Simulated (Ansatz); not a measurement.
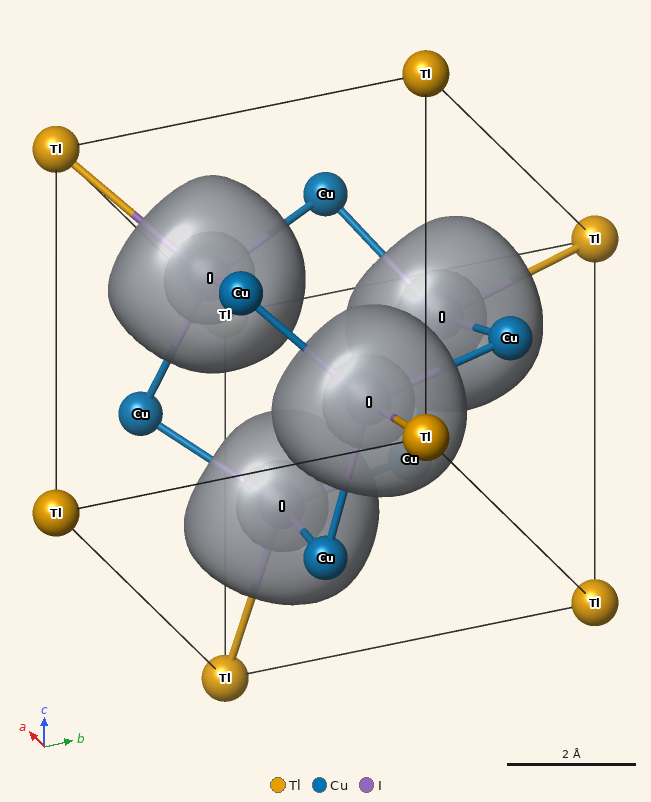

TlCu3I4. Isosurface of the electron localisation function at 0.55 (grey), seen at an oblique angle. Only the valence region is drawn (cores and ρ < 0.01 e/Å³ removed). Sticks mark near contacts.

Space group P-43m; a structure from a database of computed crystals, not necessarily the ambient phase; started from the CdHg3Te4-215 prototype, which need not be the ambient phase; computed without spin polarisation.

These are results of DFT, r2SCAN+rVV10, plane waves, PAW in Ansatz, not measurements.

```
CELL_PARAMETERS angstrom
6.40211 0.00000 0.00000
0.00000 6.40211 0.00000
0.00000 0.00000 6.40211
ATOMIC_POSITIONS crystal
Tl 0.00000 0.00000 0.00000
Cu 0.00000 0.50000 0.50000
Cu 0.50000 0.00000 0.50000
Cu 0.50000 0.50000 0.00000
I 0.28475 0.28475 0.28475
I 0.71525 0.71525 0.28475
I 0.28475 0.71525 0.71525
I 0.71525 0.28475 0.71525
```

Where are the electrons localised?

The surface consists of four regions wrapped around I (the valence shell of each), counted in one cell of 8 atoms. Any copies at cell faces, edges or corners count once.

Values along the shortest contacts:
Cu–I (2.67 Å): the ELF is about 0.55 at the midpoint. Tl–I (3.16 Å): the ELF is about 0.30 at the midpoint.
